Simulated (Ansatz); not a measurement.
The starting structures come from a database of crystals and need not be the phases stable at ambient conditions.

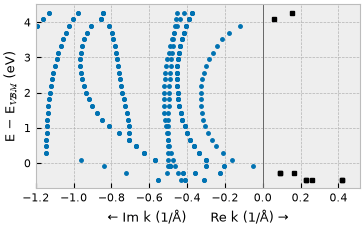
Complex bands at the centre of the two-dimensional zone; r2SCAN run with Ansatz (a program for electronic structure)

The gap is the functional's own. No spin-orbit coupling. Mid-gap values are interpolated on the energy grid.

Problem. This is LaGaO3 (R3c, not sure to be the ambient phase, 10 atoms a cell, 12.2 Å³ an atom, -5 GPa at this level) along the normal of (001). Read off the slowest decay at the centre of the two-dimensional zone at 2.00 eV, the computed energy nearest the middle of the gap.

Solution. κ ≈ 0.33 1/Å, a decay length 1/(2κ) of the density of 1.5 Å.
